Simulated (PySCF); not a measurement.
| atom | x (Å) | y (Å) | z (Å) |
| --- | --- | --- | --- |
| F | 3.3005 | -0.9805 | -0.2493 |
| C | 2.5597 | 0.1098 | 0.0067 |
| F | 3.3867 | 1.0404 | 0.5088 |
| F | 2.1494 | 0.5748 | -1.1839 |
| P | 1.2040 | -0.3098 | 1.2652 |
| C | -0.0182 | 0.9977 | 0.7263 |
| C | -0.6388 | 0.0792 | -0.3482 |
| Si | -2.5399 | -0.0185 | -0.3295 |
| C | 0.0881 | -1.2166 | 0.0713 |
| H | -0.6991 | 1.2322 | 1.5451 |
| H | 0.4235 | 1.9270 | 0.3664 |
| H | -0.2992 | 0.3892 | -1.3382 |
| H | -2.9525 | -0.4220 | 1.0172 |
| H | -3.0694 | 1.3065 | -0.6474 |
| H | -2.9550 | -1.0201 | -1.3095 |
| H | -0.5483 | -1.9180 | 0.6119 |
| H | 0.6014 | -1.7593 | -0.7228 |

Geometry: GFN2-xTB.

Computed with PBE0/pcSseg-1, SCF density, gas phase, non-relativistic in PySCF.

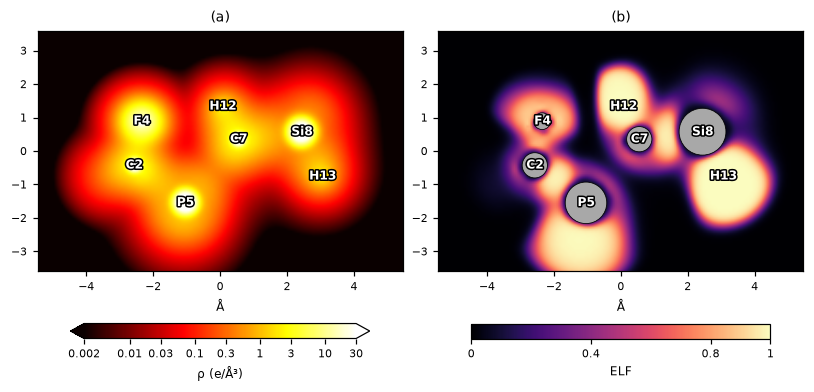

C$_{4}$H$_{8}$F$_{3}$PSi. (a) electron density; (b) ELF on the plane of atoms Si8, C7 and H12. Grey discs cover the atomic cores in the ELF map.

Read the bonding off the picture.

Atoms in the plane: C, F, P, Si and H.
C–F (1.34 Å): ρ at the midpoint is about 2.4 e/Å³; the ELF peaks at about 0.85 between the atoms (a shared but strongly polarised pair).
C–P (1.90 Å): ρ is about 1.1 e/Å³ halfway, with its minimum of 0.97 e/Å³ about 1.2 Å from C; the ELF peaks at about 1 between the atoms (a shared electron pair).
C–Si (1.90 Å): ρ is about 0.92 e/Å³ halfway; the ELF peaks at about 0.95 between the atoms, as expected for localised, covalent bonding.
C–H (1.09 Å): the density is about 2 e/Å³ at the midpoint; the ELF climbs to about 1 towards the hydrogen, as it does in any bond to H: an ordinary covalent bond to hydrogen.
Si–H (1.47 Å): the density is about 0.8 e/Å³ at the midpoint; the ELF climbs to about 1 towards the hydrogen.
The ELF also peaks beside P5 and F4, away from the bonds: lone-pair regions.
